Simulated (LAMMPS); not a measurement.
Molecular dynamics of SiO2 (stishovite, a high-pressure form), 1050 atoms, at 300 K and 0 GPa, heated as the crystal.

All values are model results, not measurements: classical MD, pair style vashishta, file SiO.1994.vashishta, run in LAMMPS.

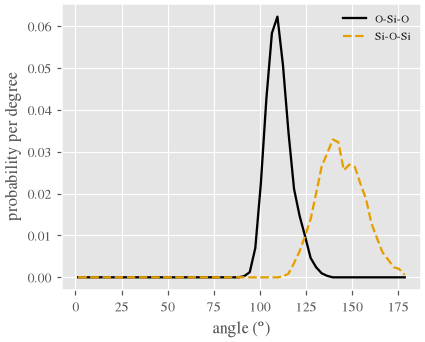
Fig. 1. Probability per degree against angle (°)

Main features:
- state found: solid that has left the starting structure; no diffusion seen in 30 ps
- most common O-Si-O angle: in the 3° bin centred on 109.5° (mean of all 110°)
- most common Si-O-Si angle: in the 3° bin centred on 139.5° (mean of all 144°)

Caution: with SiO.1994.vashishta the 0 K volume of this crystal is 40 % off the measured one. Caution: in nature this polymorph isn't the stable one over the whole range of temperature at this pressure, and short runs keep a crystal in its starting form.
